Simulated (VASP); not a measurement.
Band structure of CsBr (space group Fm-3m). Computed with LDA (Ceperley-Alder, Perdew-Zunger), VASP's LDA PAW potentials (set 64) (plane waves; VASP 6.6.1).

Unless said otherwise, spin-orbit coupling is left out, though it shifts the bands of the heavy elements here.

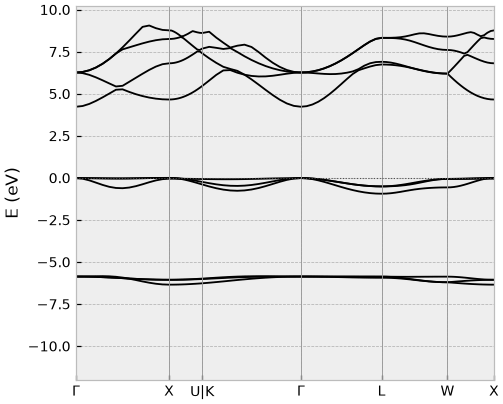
Figure: Bands along high-symmetry lines, zero at the valence-band maximum or, without a gap, the Fermi level

Problem. Read the plot: is there a gap, and where are the band edges?

Solution. The gap is indirect, 4.23 eV, from the valence maximum at X to the conduction minimum at Γ. (Edges off the drawn lines would not show.)

The structure comes from a computed database's CsBr entry (Fm-3m); how it stands against other phases isn't given here. It was relaxed first, which changed the volume by -11 %.
